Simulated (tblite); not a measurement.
Run report: C₄H₉PSSi, saddle-point search

The run: saddle-point search of C₄H₉PSSi. Method and program: GFN2-xTB saddle search (eigenvector following) and harmonic vibrations, gas phase (tblite 0.8.0).

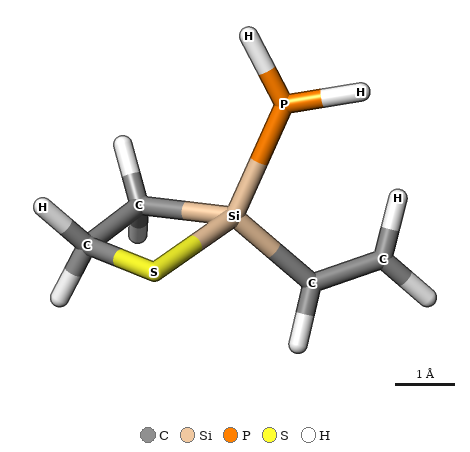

**Figure 1.** The input geometry (stick view, seen at a tilt).

Input
```
{"job": {"xc": "GFN2-xTB", "basis": "xTB", "kind": "saddle"}, "charge": 0, "multiplicity": 1}
C      2.080268    -1.474873     1.156351
C      0.883769    -0.948105     1.338884
Si     0.103558     0.261926     0.130850
P      1.612511     0.980897    -1.274924
C     -1.539411    -0.170424    -0.739204
C     -2.396390     0.873578    -0.025658
S     -1.208732     1.717522     1.088442
H      2.666211    -1.233187     0.283313
H      2.524880    -2.164792     1.855899
H      0.314246    -1.201607     2.223139
H      1.448704     1.624004    -2.447484
H      2.942097     0.862604    -1.090761
H     -1.511737    -0.001929    -1.813878
H     -1.902978    -1.181768    -0.570743
H     -3.189090     0.442746     0.583272
H     -2.827906     1.613409    -0.697497
```

The first line tells a small driver script what to run in tblite; the rest is the geometry in Å.

Hardware: 1 CPU thread, shared host.

Run as:
```bash
OMP_NUM_THREADS=1 python <driver script> task.json out
```

What the program printed
```
step      E/eV     max force
  0    -559.48891   0.3002
  1    -559.48703   0.2093
  2    -559.48597   0.2035
  3    -559.48505   0.1541
  4    -559.48510   0.2472
  5    -559.48598   0.1871
  6    -559.48858   0.0626
  7    -559.48812   0.1972
  8    -559.48911   0.0401
  9    -559.48951   0.0565
 10    -559.48982   0.0514
 11    -559.49019   0.0600
 12    -559.49014   0.0858
 13    -559.48997   0.1002
 14    -559.48987   0.0962
 15    -559.49037   0.0227
 16    -559.49041   0.0740
 17    -559.49051   0.0258
 18    -559.49062   0.0097
 19    -559.49062   0.0403
 20    -559.49066   0.0041
lowest wavenumbers (cm-1): -748.6 26.1 41.4 57.1 125.0 142.4
```

Trajectory as extended XYZ (Å, eV, eV/Å), 7 of the 12 frames kept, from step=0 to step=20
```
16
Properties=species:S:1:pos:R:3:forces:R:3 step=0 energy=-559.48891
C     2.0803   -1.4749    1.1564    0.0060  -0.0040  -0.0040
C     0.8838   -0.9481    1.3389    0.0030  -0.0010   0.0000
Si    0.1036    0.2619    0.1308   -0.0140   0.0840   0.0410
P     1.6125    0.9809   -1.2749    0.0000  -0.2650  -0.1410
C    -1.5394   -0.1704   -0.7392   -0.0220   0.0170  -0.0040
C    -2.3964    0.8736   -0.0257    0.0070   0.0100   0.0090
S    -1.2087    1.7175    1.0884   -0.0140  -0.0070  -0.0060
H     2.6662   -1.2332    0.2833    0.0130   0.0000  -0.0060
H     2.5249   -2.1648    1.8559    0.0110   0.0030   0.0060
H     0.3142   -1.2016    2.2231   -0.0080   0.0050   0.0030
H     1.4487    1.6240   -2.4475   -0.0190   0.1050   0.0560
H     2.9421    0.8626   -1.0908    0.0100   0.0680   0.0620
H    -1.5117   -0.0019   -1.8139   -0.0070  -0.0170  -0.0060
H    -1.9030   -1.1818   -0.5707    0.0140   0.0070  -0.0100
H    -3.1891    0.4427    0.5833    0.0130   0.0010  -0.0140
H    -2.8279    1.6134   -0.6975    0.0090  -0.0070   0.0140
16
Properties=species:S:1:pos:R:3:forces:R:3 step=3 energy=-559.48505
C     2.1063   -1.4669    1.1446    0.0050   0.0000   0.0010
C     0.8959   -0.9728    1.3264   -0.0050   0.0030   0.0030
Si    0.0935    0.2348    0.1307    0.0040  -0.0120  -0.0040
P     1.6072    1.0285   -1.2280   -0.1400   0.0590   0.0260
C    -1.5655   -0.2188   -0.7062   -0.0710  -0.0150  -0.0390
C    -2.3888    0.9035   -0.0703   -0.0690  -0.0090  -0.0360
S    -1.2055    1.7010    1.0815   -0.0300  -0.0080  -0.0140
H     2.6921   -1.2023    0.2777   -0.0010   0.0010   0.0030
H     2.5668   -2.1504    1.8406    0.0000   0.0010  -0.0010
H     0.3285   -1.2498    2.2051    0.0010   0.0020  -0.0030
H     1.4272    1.7928   -2.3213   -0.0110   0.0070  -0.0250
H     2.9192    0.7568   -1.1606    0.1390  -0.0630   0.0020
H    -1.5563   -0.1558   -1.7957   -0.0100  -0.0030   0.1070
H    -1.9471   -1.2050   -0.4360    0.0290   0.1040  -0.0310
H    -3.2495    0.5504    0.5022    0.1140   0.0420  -0.0820
H    -2.7239    1.6538   -0.7907    0.0450  -0.1100   0.0940
16
Properties=species:S:1:pos:R:3:forces:R:3 step=7 energy=-559.48812
C     2.1088   -1.4234    1.1924   -0.0070   0.0050  -0.0020
C     0.8680   -0.9856    1.3004    0.0050  -0.0060   0.0050
Si    0.1031    0.2372    0.0956    0.0010   0.0000  -0.0030
P     1.6270    1.0007   -1.2664    0.0850   0.0850  -0.1250
C    -1.5722   -0.2189   -0.7130    0.0110   0.0040   0.0060
C    -2.3881    0.8867   -0.0467    0.0040   0.0080   0.0060
S    -1.1630    1.7527    1.0077   -0.0040  -0.0110  -0.0110
H     2.7466   -1.0965    0.3852   -0.0070  -0.0020   0.0080
H     2.5446   -2.1189    1.8923    0.0000   0.0010  -0.0010
H     0.2488   -1.3236    2.1214    0.0070   0.0000  -0.0060
H     1.4901    1.9533   -2.2202    0.0400  -0.1390   0.1340
H     2.9038    0.5552   -1.3236   -0.1290   0.0580  -0.0100
H    -1.5784   -0.1274   -1.7971    0.0020   0.0000  -0.0080
H    -1.9498   -1.2086   -0.4654   -0.0020  -0.0090   0.0040
H    -3.1873    0.5135    0.5898   -0.0030   0.0010   0.0040
H    -2.8021    1.6039   -0.7522   -0.0030   0.0050  -0.0010
16
Properties=species:S:1:pos:R:3:forces:R:3 step=10 energy=-559.48982
C     2.1230   -1.4062    1.2061   -0.0270   0.0230  -0.0160
C     0.8651   -1.0114    1.2855    0.0290  -0.0220   0.0150
Si    0.1020    0.2250    0.0937   -0.0010  -0.0020   0.0020
P     1.6177    0.9959   -1.2732    0.0070   0.0030  -0.0100
C    -1.5807   -0.2269   -0.7018   -0.0060  -0.0010  -0.0020
C    -2.3815    0.9011   -0.0540   -0.0040  -0.0030  -0.0020
S    -1.1517    1.7469    1.0101   -0.0010  -0.0010   0.0000
H     2.7780   -1.0310    0.4327   -0.0350  -0.0140   0.0350
H     2.5570   -2.1117    1.8971    0.0020   0.0030  -0.0030
H     0.2287   -1.3967    2.0734    0.0330   0.0130  -0.0330
H     1.4879    1.9705   -2.1940    0.0030  -0.0080   0.0110
H     2.8823    0.5382   -1.3631   -0.0110   0.0020  -0.0020
H    -1.5941   -0.1616   -1.7881   -0.0010   0.0000   0.0080
H    -1.9666   -1.2070   -0.4274    0.0030   0.0090  -0.0030
H    -3.1991    0.5518    0.5735    0.0060   0.0020  -0.0050
H    -2.7681    1.6230   -0.7707    0.0020  -0.0050   0.0030
16
Properties=species:S:1:pos:R:3:forces:R:3 step=12 energy=-559.49014
C     2.1325   -1.3746    1.2349   -0.0670   0.0430  -0.0270
C     0.8555   -1.0346    1.2622    0.0720  -0.0400   0.0240
Si    0.1028    0.2155    0.0775   -0.0020  -0.0020   0.0030
P     1.6200    0.9782   -1.2917   -0.0080  -0.0150   0.0150
C    -1.5906   -0.2272   -0.7017    0.0000   0.0020   0.0000
C    -2.3789    0.9044   -0.0450   -0.0010   0.0000   0.0010
S    -1.1278    1.7576    0.9887   -0.0020  -0.0010  -0.0010
H     2.8110   -0.9417    0.5122   -0.0620  -0.0270   0.0520
H     2.5598   -2.0891    1.9208    0.0020   0.0030  -0.0040
H     0.1954   -1.4765    2.0008    0.0580   0.0250  -0.0490
H     1.5199    2.0049   -2.1554   -0.0030   0.0220  -0.0160
H     2.8584    0.4676   -1.4334    0.0110  -0.0090   0.0010
H    -1.6136   -0.1584   -1.7874    0.0000   0.0000   0.0000
H    -1.9804   -1.2053   -0.4271    0.0000  -0.0010   0.0000
H    -3.1820    0.5579    0.6022    0.0030   0.0010  -0.0020
H    -2.7820    1.6212   -0.7574    0.0010   0.0000   0.0010
16
Properties=species:S:1:pos:R:3:forces:R:3 step=16 energy=-559.49041
C     2.1381   -1.3579    1.2474   -0.0450   0.0330  -0.0230
C     0.8538   -1.0473    1.2495    0.0480  -0.0320   0.0230
Si    0.1020    0.2101    0.0715   -0.0010  -0.0030   0.0020
P     1.6186    0.9713   -1.2987    0.0160   0.0110  -0.0180
C    -1.5968   -0.2303   -0.6982   -0.0040   0.0000  -0.0010
C    -2.3773    0.9084   -0.0443   -0.0030  -0.0020  -0.0010
S    -1.1183    1.7602    0.9811   -0.0010  -0.0020  -0.0010
H     2.8238   -0.8935    0.5521   -0.0530  -0.0270   0.0440
H     2.5644   -2.0779    1.9282    0.0020   0.0040  -0.0040
H     0.1864   -1.5201    1.9614    0.0500   0.0240  -0.0410
H     1.5383    2.0298   -2.1292    0.0050  -0.0220   0.0170
H     2.8409    0.4271   -1.4691   -0.0220   0.0110   0.0020
H    -1.6250   -0.1681   -1.7844   -0.0010   0.0000   0.0060
H    -1.9897   -1.2053   -0.4157    0.0020   0.0060  -0.0020
H    -3.1802    0.5691    0.6071    0.0050   0.0020  -0.0040
H    -2.7789    1.6243   -0.7587    0.0020  -0.0040   0.0030
16
Properties=species:S:1:pos:R:3:forces:R:3 step=20 energy=-559.49066
C     2.1373   -1.3617    1.2433    0.0030  -0.0010   0.0010
C     0.8561   -1.0446    1.2522   -0.0030   0.0010  -0.0010
Si    0.1014    0.2102    0.0735    0.0000   0.0000   0.0000
P     1.6174    0.9751   -1.2953    0.0000  -0.0010   0.0010
C    -1.5966   -0.2327   -0.6966    0.0000   0.0000   0.0000
C    -2.3774    0.9085   -0.0479    0.0000   0.0000   0.0000
S    -1.1212    1.7587    0.9822    0.0000   0.0000   0.0000
H     2.8180   -0.9051    0.5414    0.0030   0.0020  -0.0020
H     2.5657   -2.0796    1.9247    0.0000   0.0000   0.0000
H     0.1936   -1.5099    1.9705   -0.0030  -0.0010   0.0020
H     1.5393    2.0355   -2.1214    0.0000   0.0010  -0.0010
H     2.8379    0.4304   -1.4684    0.0010   0.0000   0.0000
H    -1.6245   -0.1753   -1.7828    0.0000   0.0000   0.0000
H    -1.9896   -1.2062   -0.4098    0.0000   0.0000   0.0000
H    -3.1843    0.5724    0.5999    0.0000   0.0000   0.0000
H    -2.7734    1.6243   -0.7653    0.0000   0.0000   0.0000
```

Key numbers

| quantity | value |
| --- | --- |
| outcome | converged |
| total energy | −559.4907 eV |
| point group | C1 |
| wall time | 7.7 s |
| peak memory | 0.2 GiB |
